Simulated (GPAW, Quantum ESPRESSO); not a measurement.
# In (I4/mmm): the In K absorption edge, part 3 of 4

Do two independent programs agree on the In K edge of In (I4/mmm)? The same cell and functional are run with XSpectra and with GPAW.

Quantum ESPRESSO 7.5 and GPAW 26.7.0; core-hole supercells, plane-wave PAW LDA.

So far. Step 7 (Spectrum with XCH, In atom 1 (Quantum ESPRESSO)): Main maxima below 30 eV (height): 4.7 eV (1.18) and 22.0 eV (1.04).  Step 8 (The field without a hole (GPAW)): The mesh shows no gap, so the system is treated as a metal and the core electron is put at the Fermi level (neutral cell).

### 9. Spectrum without a core hole, In atom 1 (GPAW)

Level of this step: X-ray absorption from dipole matrix elements to empty bands, plane-wave PAW LDA (GPAW).

This cheap baseline ignores the attraction of the hole: it shows the absorber's empty states as they are in the ground state. The data set with a hole of occupation 0 only carries the core orbital.

xas.py reads:

```python
import numpy as np
from ase import Atoms
from ase.parallel import parprint, paropen
from gpaw import GPAW, PW, FermiDirac, Mixer, MixerDif, setup_paths
from gpaw.test import gen
setup_paths.insert(0, '.')
gen('In', name='nch1s', xcname='LDA', corehole=(1, 0, 0), write_xml=True)
from gpaw.mpi import world
world.barrier()

atoms = Atoms('In',
    cell=[[-1.62547, 1.62547, 2.4737],
     [1.62547, -1.62547, 2.4737],
     [1.62547, 1.62547, -2.4737]],
    scaled_positions=[[0, 0, 0]],
    pbc=True)
atoms.calc = calc = GPAW(legacy_gpaw=True, mode=PW(500), xc='LDA', setups={0: 'nch1s'},
    kpts={'size': (15, 15, 15), 'gamma': True}, occupations=FermiDirac(0.1),
    charge=0, mixer=Mixer(0.1, 5, 50), maxiter=150,
    convergence={'density': 0.0001}, txt='scf.txt')
energy = atoms.get_potential_energy() + calc.get_reference_energy()
ef = calc.get_fermi_level()
out = dict(energy=energy, fermi=ef, forces=atoms.get_forces().tolist())
parprint(f'all-electron energy {energy:.4f} eV, Fermi level {ef:.4f} eV')
ev = np.array([[calc.get_eigenvalues(k, s) for k in range(len(calc.get_ibz_k_points()))] for s in range(calc.get_number_of_spins())])
out['homo'], out['lumo'], out['counts'] = ev[ev < ef].max(), ev[ev > ef].min(), sorted(set((ev < ef).sum((0, 2)).tolist()))
out['filled'] = (ev[:, 0] < ef).sum(1).tolist()

from ase.units import Ha
from gpaw.xas import dipole_matrix_elements
nb = int(calc.get_number_of_electrons() / 2) + 19
top = nb
nscf = calc.fixed_density(kpts={'size': (11, 11, 11), 'gamma': True},
    convergence={'eigenstates': 1.0}, txt='nscf.txt')
nscf.diagonalize_full_hamiltonian(nbands=nb)
cell = atoms.cell.array
ops = [cell.T @ U.T @ np.linalg.inv(cell.T) for U in nscf.wfs.kd.symmetry.op_scc]
E = np.arange(-25, 34, 0.1)
fwhm = np.interp(E, [4, 25], [7.91, 7.91])
Y, X, zero, highest = 0, 0, 1e9, 1e9
for spin in range(nscf.get_number_of_spins()):
    wfs = nscf.wfs
    A = dipole_matrix_elements(wfs.setups[0])
    eps = np.zeros((wfs.kd.nibzkpts, nb))
    d = np.zeros((3, A.shape[1], wfs.kd.nibzkpts, nb), complex)
    for kpt in wfs.kpt_u:
        if kpt.s == spin and 0 in kpt.P_ani:
            eps[kpt.k] = kpt.eps_n * Ha
            d[:, :, kpt.k] = (kpt.weight * wfs.nspins / 2) ** 0.5 * np.inner(A, kpt.P_ani[0])
    world.sum(eps)
    world.sum(d)
    T = np.einsum('amkn,bmkn->abkn', d, d.conj()).real
    T = sum(np.einsum('ai,ijkn,bj->abkn', R, T, R) for R in ops) / len(ops)
    empty = eps > ef
    zero, highest = min(zero, eps[empty].min()), min(highest, eps[:, top - 1].min())
    lines = [(eps, T, empty)] if spin == 0 else lines + [(eps, T, empty)]
for eps, T, empty in lines:
    f = np.einsum('aakn->akn', T).reshape(3, -1)
    x = eps.ravel() - zero
    w = np.interp(x, E, fwhm) / 2.35482
    g = np.exp(-0.5 * ((E[:, None] - x) / w) ** 2) / (w * (2 * np.pi) ** 0.5)
    Y = Y + (f * empty.ravel()) @ g.T
    X = X + (f * ~empty.ravel()) @ g.T
out.update(E=E.round(2).tolist(), xas=Y.tolist(), xes=X.tolist(), zero=zero, valid=highest - zero, nk=len(eps), nb=nb)
for i in range(0, len(E), 10):
    parprint(f'{E[i]:7.2f}', *(f'{v:10.3e}' for v in Y[:, i]))
import json
with paropen('out.json', 'w') as f:
    json.dump(out, f)
```

The run is started by

```
$ OMP_NUM_THREADS=1 mpirun -n 4 gpaw python xas.py
```

Numbers of over 12 decimals in the logs are rounded to 6 here.

Log:

```text
Input parameters:
  convergence: {density: 0.0001}
  kpts: {gamma: True,
         size: (15, 15, 15)}
  maxiter: 150
  mixer: {backend: pulay,
          beta: 0.1,
          method: separate,
          nmaxold: 5,
          weight: 50}
  mode: {ecut: 500.0,
         name: pw}
  occupations: {fixmagmom: False,
                name: fermi-dirac,
                width: 0.1}
  setups: {0: nch1s}

Initialize ...

[...]
*d    :     0.311949
--------------------------------

Diagonalizing with gridspacing h=0.050

state   all-electron     PAW
-------------------------------
5s:      -0.311406    -0.312130
5p:      -0.099218    -0.099945
4d:      -0.688051    -0.689005
*f:                    0.063553
-------------------------------
all-electron energy -159837.7115 eV, Fermi level 6.6125 eV
[...]
32.00  1.531e-08  1.531e-08  1.504e-08
  33.00  1.507e-08  1.507e-08  1.442e-08
[key lines of the parts left out:]
Converged after 10 iterations.
Dipole moment: (0.000000, -0.000000, -0.000000) |e|*Ang
Free energy:     -3.428800
Fermi level: 6.61252
```

It took 30 s on 4 MPI ranks of Arm Neoverse V2, shared host; peak memory 0.23 GiB; 2 min of CPU time.

The In K spectrum, In atom 1, no core hole (energy from the lowest empty level; intensity scaled to a mean of 1 over the first 20 eV; polarised curves are means over the symmetry-equivalent atoms):

```tsv
E (eV)	isotropic	ε ⊥ c	ε ∥ c
-2.0	0.31	0.30	0.32
-0.5	0.52	0.51	0.54
1.0	0.76	0.75	0.79
2.5	1.00	0.98	1.04
4.0	1.18	1.17	1.22
5.5	1.27	1.27	1.29
7.0	1.27	1.28	1.26
8.5	1.19	1.21	1.16
10.0	1.07	1.10	1.02
11.5	0.95	0.97	0.90
13.0	0.85	0.86	0.83
14.5	0.81	0.80	0.82
16.0	0.82	0.80	0.86
17.5	0.88	0.85	0.94
19.0	0.97	0.94	1.03
20.5	1.06	1.04	1.10
22.0	1.12	1.11	1.13
23.5	1.12	1.13	1.09
25.0	1.07	1.10	1.02
26.5	1.00	1.02	0.95
28.0	0.93	0.94	0.90
29.5	0.87	0.87	0.87
```

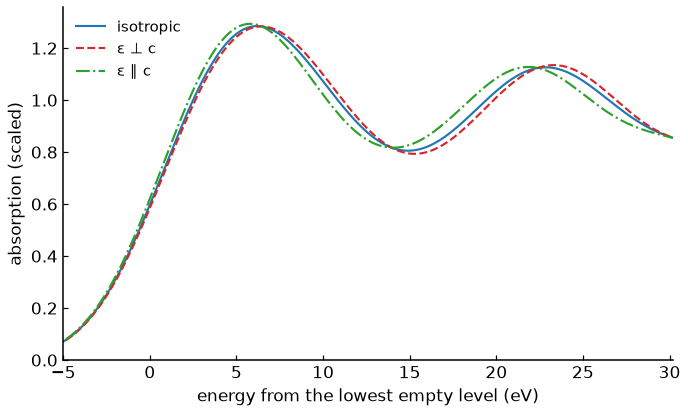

The In K edge, In atom 1, no core hole: main maxima at 6.2 and 22.8 eV.

Main maxima below 26 eV (height): 6.2 eV (1.28) and 22.8 eV (1.13). 

The same matrix elements for filled bands give the In K emission of In atom 1 (ground-state approximation; energy from the lowest empty level, largest value 1):

```tsv
E (eV)	emission
-24.0	0.00
-22.5	0.00
-21.0	0.00
-19.5	0.00
-18.0	0.00
-16.5	0.01
-15.0	0.02
-13.5	0.03
-12.0	0.07
-10.5	0.14
-9.0	0.25
-7.5	0.42
-6.0	0.63
-4.5	0.83
-3.0	0.97
-1.5	0.99
0.0	0.86
1.5	0.63
3.0	0.39
```

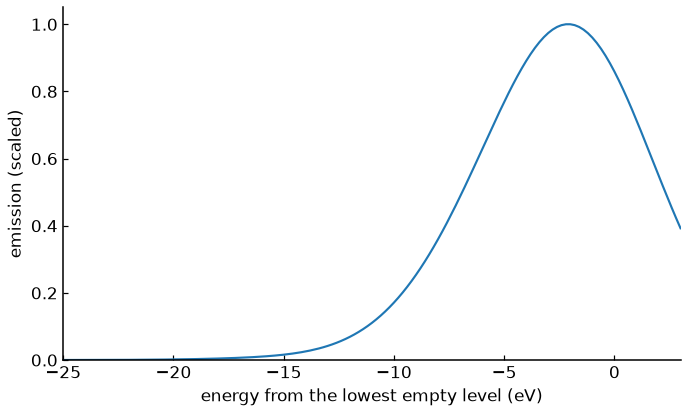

X-ray emission from the filled bands.

Emission maxima: -2.0 eV (1.00).

### 10. Reference energy of the supercell (GPAW)

Total energies of two programs can't be mixed, so the cell and mesh of GPAW's hole run get a reference energy of their own.

scf.py reads:

```python
import numpy as np
from ase import Atoms
from ase.parallel import parprint, paropen
from gpaw import GPAW, PW, FermiDirac, Mixer, MixerDif, setup_paths
from gpaw.test import gen
setup_paths.insert(0, '.')
gen('In', name='nch1s', xcname='LDA', corehole=(1, 0, 0), write_xml=True)
from gpaw.mpi import world
world.barrier()

atoms = Atoms('In6',
    cell=[[-4.87641, 1.62547, 2.4737],
     [-4.87641, -1.62547, -2.4737],
     [0, -3.25094, 4.9474]],
    scaled_positions=[[0, 0, 0],
     [0.16666667, 0.16666667, 0.5],
     [0.33333333, 0.33333333, 0],
     [0.5, 0.5, 0.5],
     [0.66666667, 0.66666667, 0],
     [0.83333333, 0.83333333, 0.5]],
    pbc=True)
atoms.calc = calc = GPAW(legacy_gpaw=True, mode=PW(500), xc='LDA', setups={0: 'nch1s'},
    kpts={'size': (4, 4, 4), 'gamma': True}, occupations=FermiDirac(0.1),
    charge=0, mixer=Mixer(0.1, 5, 50), maxiter=150,
    convergence={'density': 0.0001}, txt='scf.txt')
energy = atoms.get_potential_energy() + calc.get_reference_energy()
ef = calc.get_fermi_level()
out = dict(energy=energy, fermi=ef, forces=atoms.get_forces().tolist())
parprint(f'all-electron energy {energy:.4f} eV, Fermi level {ef:.4f} eV')
ev = np.array([[calc.get_eigenvalues(k, s) for k in range(len(calc.get_ibz_k_points()))] for s in range(calc.get_number_of_spins())])
out['homo'], out['lumo'], out['counts'] = ev[ev < ef].max(), ev[ev > ef].min(), sorted(set((ev < ef).sum((0, 2)).tolist()))
out['filled'] = (ev[:, 0] < ef).sum(1).tolist()
import json
with paropen('out.json', 'w') as f:
    json.dump(out, f)
```

The run is started by

```
$ OMP_NUM_THREADS=1 mpirun -n 4 gpaw python scf.py
```

Log:

```text
Input parameters:
  convergence: {density: 0.0001}
  kpts: {gamma: True,
         size: (4, 4, 4)}
  maxiter: 150
  mixer: {backend: pulay,
          beta: 0.1,
          method: separate,
          nmaxold: 5,
          weight: 50}
  mode: {ecut: 500.0,
         name: pw}
  occupations: {fixmagmom: False,
                name: fermi-dirac,
                width: 0.1}
  setups: {0: nch1s}

Initialize ...

[...]
*s    :     0.688594
5p(1) :    -0.099218     1.008179
*p    :     0.900782
4d(10):    -0.688051     0.308169
*d    :     0.311949
--------------------------------

Diagonalizing with gridspacing h=0.050

state   all-electron     PAW
-------------------------------
5s:      -0.311406    -0.312130
5p:      -0.099218    -0.099945
4d:      -0.688051    -0.689005
*f:                    0.063553
-------------------------------
all-electron energy -959026.3571 eV, Fermi level 6.4607 eV
[key lines of the parts left out:]
Converged after 10 iterations.
Dipole moment: (0.000000, 0.000000, -0.000000) |e|*Ang
Free energy:    -20.652265
Fermi level: 6.46066
```

Wall time 18 s (4 MPI ranks); peak memory 0.25 GiB.

Reference energy: -959026.357 eV with the cores included.

### 11. Spectrum with XCH, In atom 1 (GPAW)

The holes are 5.7 Å apart. The excited electron is kept in the cell, where it fills the lowest empty states and screens the hole. After the field has converged, empty bands are computed with the density fixed and the dipole matrix elements are summed.

Edit xas.py of step 9 so:

```diff
@@ -6,3 +6,3 @@
 setup_paths.insert(0, '.')
-gen('In', name='nch1s', xcname='LDA', corehole=(1, 0, 0), write_xml=True)
+gen('In', name='fch1s', xcname='LDA', corehole=(1, 0, 1), write_xml=True)
 from gpaw.mpi import world
@@ -10,11 +10,16 @@
 
-atoms = Atoms('In',
-    cell=[[-1.62547, 1.62547, 2.4737],
-     [1.62547, -1.62547, 2.4737],
-     [1.62547, 1.62547, -2.4737]],
-    scaled_positions=[[0, 0, 0]],
+atoms = Atoms('In6',
+    cell=[[-4.87641, 1.62547, 2.4737],
+     [-4.87641, -1.62547, -2.4737],
+     [0, -3.25094, 4.9474]],
+    scaled_positions=[[0, 0, 0],
+     [0.16666667, 0.16666667, 0.5],
+     [0.33333333, 0.33333333, 0],
+     [0.5, 0.5, 0.5],
+     [0.66666667, 0.66666667, 0],
+     [0.83333333, 0.83333333, 0.5]],
     pbc=True)
-atoms.calc = calc = GPAW(legacy_gpaw=True, mode=PW(500), xc='LDA', setups={0: 'nch1s'},
-    kpts={'size': (15, 15, 15), 'gamma': True}, occupations=FermiDirac(0.1),
-    charge=0, mixer=Mixer(0.1, 5, 50), maxiter=150,
+atoms.calc = calc = GPAW(legacy_gpaw=True, mode=PW(500), xc='LDA', setups={0: 'fch1s'},
+    kpts={'size': (4, 4, 4), 'gamma': True}, occupations=FermiDirac(0.1),
+    charge=-1, mixer=Mixer(0.1, 5, 50), maxiter=150,
     convergence={'density': 0.0001}, txt='scf.txt')
@@ -30,10 +35,9 @@
 from gpaw.xas import dipole_matrix_elements
-nb = int(calc.get_number_of_electrons() / 2) + 19
-top = nb
-nscf = calc.fixed_density(kpts={'size': (11, 11, 11), 'gamma': True},
-    convergence={'eigenstates': 1.0}, txt='nscf.txt')
-nscf.diagonalize_full_hamiltonian(nbands=nb)
+nb = int(calc.get_number_of_electrons() / 2) + 96
+top, nb = nb, nb + 8 + nb // 12
+nscf = calc.fixed_density(kpts={'size': (5, 5, 5), 'gamma': True}, nbands=nb,
+    convergence={'bands': top, 'eigenstates': 1e-5}, maxiter=60, txt='nscf.txt')
 cell = atoms.cell.array
 ops = [cell.T @ U.T @ np.linalg.inv(cell.T) for U in nscf.wfs.kd.symmetry.op_scc]
-E = np.arange(-25, 34, 0.1)
+E = np.arange(-6, 34, 0.1)
 fwhm = np.interp(E, [4, 25], [7.91, 7.91])
```

The run is started by

```
$ OMP_NUM_THREADS=1 mpirun -n 4 gpaw python xas.py
```

Log:

```text
Input parameters:
  charge: -1
  convergence: {density: 0.0001}
  kpts: {gamma: True,
         size: (4, 4, 4)}
  maxiter: 150
  mixer: {backend: pulay,
          beta: 0.1,
          method: separate,
          nmaxold: 5,
          weight: 50}
  mode: {ecut: 500.0,
         name: pw}
  occupations: {fixmagmom: False,
                name: fermi-dirac,
                width: 0.1}
  setups: {0: fch1s}

Initialize ...

[... PAW data sets ...]

Reference energy: -931004.356065  # eV

Spin-paired calculation

[... convergence settings ...]
Symmetries present (total): 4
  [... symmetry matrices ...]

64 k-points: 4 x 4 x 4 Monkhorst-Pack grid + [1/8,1/8,1/8]
24 k-points in the irreducible part of the Brillouin zone
       k-points in crystal coordinates                weights
   0:     0.00000000    0.00000000    0.00000000          1/64
   1:     0.00000000    0.00000000    0.25000000          2/64
   2:     0.00000000    0.00000000    0.50000000          1/64
   3:     0.25000000   -0.25000000   -0.25000000          2/64
   4:     0.25000000   -0.25000000    0.00000000          2/64
   5:     0.25000000   -0.25000000    0.25000000          2/64
   6:     0.25000000   -0.25000000    0.50000000          2/64
   7:     0.25000000    0.00000000   -0.25000000          4/64
   8:     0.25000000    0.00000000    0.00000000          4/64
   9:     0.25000000    0.00000000    0.25000000          4/64
          ...
  23:     0.50000000    0.50000000    0.50000000          1/64

Wave functions: Plane wave expansion
  Cutoff energy: 500.000 eV
  Number of coefficients (min, max): 3958, 3998
  Pulay-stress correction: 0.000000 eV/Ang^3 (de/decut=0.000000)
  Using FFTW library
  Wavefunction extrapolation:
    Improved wavefunction reuse through dual PAW basis

Occupation numbers: Fermi-Dirac:
  width: 0.1000  # eV

Eigensolver
   Davidson(niter=2)

Densities:
  Coarse grid: 30*30*32 grid
  Fine grid: 60*60*64 grid
  Total Charge: 0.000000

Density mixing:
  Method: separate
  Backend: pulay
  Linear mixing parameter: 0.1
  old densities: 5
  Width of damping distribution: 1.1
  Damping of long wavelength oscillations: 50

[... Hamiltonian set-up ...]
Number of atoms: 6
Number of atomic orbitals: 54
Number of bands in calculation: 52
Number of valence electrons: 79
Bands to converge: occupied

... initialized

Initializing position-dependent things.

Density initialized from atomic densities
Creating initial wave functions:
  52 bands from LCAO basis set

       In      In      In

            In      In      In

Atomic positions and initial magnetic moments

Positions:
   0 In     0.000000    0.000000    0.000000    ( 0.0000,  0.0000,  0.0000)
   1 In    -1.625470   -1.625470    2.473700    ( 0.0000,  0.0000,  0.0000)
   2 In    -3.250940    0.000000    0.000000    ( 0.0000,  0.0000,  0.0000)
   3 In    -4.876410   -1.625470    2.473700    ( 0.0000,  0.0000,  0.0000)
   4 In    -6.501880    0.000000    0.000000    ( 0.0000,  0.0000,  0.0000)
   5 In    -8.127350   -1.625470    2.473700    ( 0.0000,  0.0000,  0.0000)

Unit cell:
           periodic     x           y           z      points  spacing
  1. axis:    yes   -4.876410    1.625470    2.473700    30     0.1582
  2. axis:    yes   -4.876410   -1.625470   -2.473700    30     0.1582
  3. axis:    yes    0.000000   -3.250940    4.947400    32     0.1698

  Lengths:   5.704447   5.704447   5.919914
  Angles:  101.883696  78.116304  62.515089

Effective grid spacing dv^(1/3) = 0.1759

iter:   1   -30.754610
iter:   2   -30.060869   -1.84  -1.36
iter:   3   -29.221400   -1.81  -1.44
iter:   4   -29.190542   -3.37  -1.72
iter:   5   -29.118651   -2.40  -1.76
iter:   6   -29.111030   -3.96  -2.59
iter:   7   -29.104095c  -3.59  -2.79
iter:   8   -29.102567c  -4.98  -2.99
iter:   9   -29.102481c  -5.29  -3.29
iter:  10   -29.102426c  -5.90  -3.34
iter:  11   -29.102416c  -6.57  -3.41
iter:  12   -29.102390c  -6.14  -3.49
iter:  13   -29.102387c  -7.63c -3.71
iter:  14   -29.102381c  -7.17  -3.79
iter:  15   -29.102380c  -6.83  -3.97
iter:  16   -29.102378c  -7.70c -4.30c

Converged after 16 iterations.

Dipole moment: (0.000000, 0.000000, -0.000000) |e|*Ang

Energy contributions relative to reference atoms: (reference = -931004.356065)

Kinetic:        +65.876093
Potential:      -63.196256
External:        +0.000000
XC:             -32.904196
Entropy (-ST):   -0.071261
Local:           +1.157612
SIC:             +0.000000
--------------------------
Free energy:    -29.138009
Extrapolated:   -29.102378

Showing only first 2 kpts
 Kpt  Band  Eigenvalues  Occupancy
  0    37      4.71657    2.00000
  0    38      5.19716    2.00000
  0    39      5.67066    1.99995
  0    40      5.68036    1.99994

  1    37      4.94891    2.00000
  1    38      5.56196    1.99998
  1    39      6.01568    1.99828
[...]
Fermi level: 6.72156

No gap
No difference between direct/indirect transitions

Forces in eV/Ang:
  0 In    0.00000    0.00000    0.00000
  1 In   -0.01260    0.00000    0.00000
  2 In    0.03666    0.00000    0.00000
  3 In    0.00000    0.00000    0.00000
  4 In   -0.03666    0.00000    0.00000
  5 In    0.01260    0.00000    0.00000
Scalar-relativistic atomic LDA calculation for In (Indium, Z=49)
Core hole in 1s state (1s occupation: 1.0)
750 radial gridpoints.
|------------------------------------------------|
|------------------------------------------------|
[... the atom generator's iteration count ...]

Energy contributions:
-------------------------
Kinetic:    +5011.498431
XC:          -139.186330
Potential:  -9717.082001
-------------------------
Total:      -4844.769900

state      eigenvalue         ekin         rmax
-----------------------------------------------
1s^1.0 : -1041.429737  1307.814509        0.019
2s^2.0 :  -158.894443   276.621694        0.107
2p^6.0 :  -144.457712   265.266805        0.085
3s^2.0 :   -30.906173    78.936934        0.310
3p^6.0 :   -25.920716    73.967952        0.302
3d^10.0:   -17.751812    67.653522        0.251
4s^2.0 :    -5.129466    21.303129        0.750
4p^6.0 :    -3.583045    18.210022        0.788
4d^10.0:    -1.255654    12.089910        0.885
5s^2.0 :    -0.660150     2.990870        1.992
5p^1.0 :    -0.387573     1.875673        2.413
-----------------------------------------------
(units: Bohr and Hartree)

Generating PAW setup
Kinetic energy of the core from tauc = 5003.343445099466
Cutoffs:
rc(s)=2.240
rc(p)=2.350
rc(d)=2.170
rc(vbar)=2.230
rc(comp)=2.150
rc(nct)=2.350

Kinetic energy of the core states: 4882.741918
Charge: 1.0
Core electrons: 35.0
Valence electrons: 13.0
Pseudo-core charge: 0.399899
Shape function alpha=2.163
Pseudo-electron charge 6.108974
state    eigenvalue         norm
--------------------------------
5s(2) :    -0.660150     1.151852
*s    :     0.339850
5p(1) :    -0.387573     1.028477
*p    :     0.612427
4d(10):    -1.255654     0.237689
*d    :    -0.255654
--------------------------------

Diagonalizing with gridspacing h=0.050

state   all-electron     PAW
-------------------------------
5s:      -0.660150    -0.661222
5p:      -0.387573    -0.389203
4d:      -1.255654    -1.256519
*f:                   -0.025681
-------------------------------
all-electron energy -931033.4584 eV, Fermi level 6.7216 eV
[...]
31.00  1.475e-08  1.466e-08  1.486e-08
  32.00  1.485e-08  1.473e-08  1.465e-08
  33.00  1.488e-08  1.474e-08  1.437e-08
```

Elapsed: 2.1 min, on 4 MPI ranks; peak memory 0.42 GiB.

[end of part 3 of 4]

[Banner, clock and machine lines of the logs are left out without a mark of their own.]

[Logs are printed without paths, hosts, clocks, repeated set-up lines and the standing remarks that a program may print on its own settings, such as how far it seeks lower states.]

[Hosts, paths, dates, database ids (printed as entryN), source tags and the programs' standing remarks are cut or masked in the printed files.]

[Lists of maxima count a maximum above −3 eV only where it reaches 4 % of the highest in the window and stands out from its surroundings by 2 % of it (1.5 % where it reaches 55 %); shoulders and weaker maxima are passed over, and of the rest the first, up to two pre-edge ones and the few strongest are named.]
